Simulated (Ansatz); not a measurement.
Run report: C$_{7}$H$_{20}$BN, single-point calculation

C$_{7}$H$_{20}$BN (B(NH2tBu)Me3), computed with RKS r2SCAN-D4/def2-TZVP (Ansatz 0.2.0).

The geometry comes from this level: r2SCAN-D4/def2-SVP.

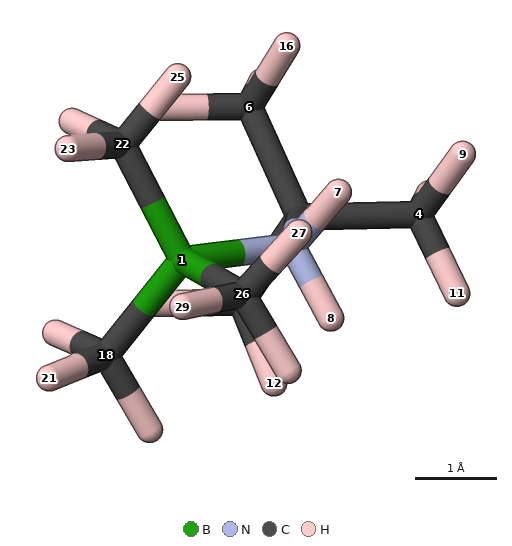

Fig. 1: The structure as given in the input (stick view, seen at a tilt; atoms are numbered from 1 in the order of the input).

### Key numbers

- outcome: converged
- total energy: −9750.8090 eV
- mean-field energy: −9750.5891 eV
- dispersion energy: −0.2199 eV
- SCF solution under orbital rotations: stable
- HOMO: −6.20 eV
- LUMO: −0.05 eV
- hardware: 4 threads of Arm Neoverse N1, 23 GiB of memory available, shared host
- wall time: 22 s (CPU time 83 s)
- peak memory: 0.91 GiB

### Input
```yaml
crystal:
  periodic: [false, false, false]
  atoms:
    - {symbol: B, position_ang: [-0.386580, -0.595189, -1.285350]}
    - {symbol: N, position_ang: [-0.303551, -0.496922, 0.426018]}
    - {symbol: C, position_ang: [0.347622, 0.531542, 1.313349]}
    - {symbol: C, position_ang: [0.071738, 0.119947, 2.764760]}
    - {symbol: C, position_ang: [1.851828, 0.543094, 1.053104]}
    - {symbol: C, position_ang: [-0.264718, 1.901314, 1.033318]}
    - {symbol: H, position_ang: [-1.291195, -0.553437, 0.696309]}
    - {symbol: H, position_ang: [0.082666, -1.411465, 0.683090]}
    - {symbol: H, position_ang: [-1.010816, 0.092381, 2.974405]}
    - {symbol: H, position_ang: [0.529048, 0.837515, 3.462948]}
    - {symbol: H, position_ang: [0.492231, -0.875702, 2.985078]}
    - {symbol: H, position_ang: [2.290579, -0.458576, 1.192292]}
    - {symbol: H, position_ang: [2.079021, 0.875287, 0.032495]}
    - {symbol: H, position_ang: [2.341401, 1.227659, 1.762463]}
    - {symbol: H, position_ang: [-0.035488, 2.240368, 0.015269]}
    - {symbol: H, position_ang: [-1.360769, 1.881988, 1.148004]}
    - {symbol: H, position_ang: [0.137543, 2.636053, 1.747368]}
    - {symbol: C, position_ang: [1.111109, -0.723753, -1.892853]}
    - {symbol: H, position_ang: [1.747055, -1.470176, -1.378870]}
    - {symbol: H, position_ang: [1.679632, 0.222348, -1.932966]}
    - {symbol: H, position_ang: [1.029480, -1.069010, -2.939192]}
    - {symbol: C, position_ang: [-1.232542, 0.666341, -1.854189]}
    - {symbol: H, position_ang: [-1.527278, 0.441333, -2.894977]}
    - {symbol: H, position_ang: [-0.677110, 1.619617, -1.899282]}
    - {symbol: H, position_ang: [-2.177435, 0.861129, -1.310703]}
    - {symbol: C, position_ang: [-1.219515, -1.991202, -1.428360]}
    - {symbol: H, position_ang: [-2.230846, -1.960027, -0.975523]}
    - {symbol: H, position_ang: [-0.698884, -2.871771, -1.001250]}
    - {symbol: H, position_ang: [-1.374237, -2.220717, -2.496747]}
basis:
  gaussian: {orbitals: def2-TZVP, initial_orbitals: start.molden}
hamiltonian: {xc: r2scan, dispersion: d4}
scf: {omitted_lower_state_checks: [starts]}
output: {orbitals: {seedname: orbitals}}
```

Run as:
```bash
ansatz run in.yaml --threads 4 --pin off --events-out ev --progress --plain --max-ram 6963MiB
```

### The program's output
```
Functional definition: r2SCAN
  name "r2SCAN"
  cite "Furness, Kaplan, Ning, Perdew & Sun, J. Phys. Chem. Lett. 11, 8208 (2020) doi:10.1021/acs.jpclett.0c02405"
  cite "Furness, Kaplan, Ning, Perdew & Sun, J. Phys. Chem. Lett. 11, 9248 (2020) doi:10.1021/acs.jpclett.0c03077"
  parent r2scan
  parameter k0 = 0.174
  parameter k1 = 0.065
  parameter a1 = 4.9479
  exchange = r2scan_x(k0 = k0, k1 = k1, a1 = a1)
  correlation = r2scan_c
these checks for a lower state are left out or cut short: starts
2464 factors; their error is unknown
mean field evaluation 1: about -9750.5986 eV, gradient 6.3e0 eV
mean field evaluation 2: about -9750.6648 eV, gradient 5.8e-2 eV
mean field evaluation 4: about -9750.5890 eV, gradient 8.4e-4 eV
mean field -9750.58903913 eV, -358.3275380013 hartree, gradient 9.7e-6 eV, S^2 0.000000; 0 other end points of the search recorded, 0 dependent functions left out
reference -9750.58905610 eV, -358.3275386251 hartree; 37, 37 occupied and 362, 362 virtual orbitals, 2464 factors
Total energy: -9750.80900028 eV, -358.3356214244 hartree
Checks for a lower state left out: starts
```

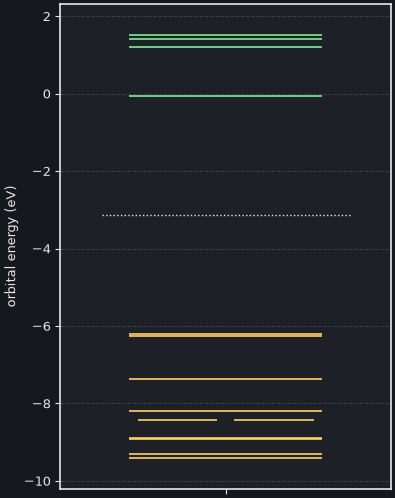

Fig. 2: Orbital energies near the frontier; the dotted line parts filled from empty levels, and levels within 0.02 eV of each other stand side by side. Highest filled −6.20 eV, lowest empty −0.05 eV, 6.15 eV apart.
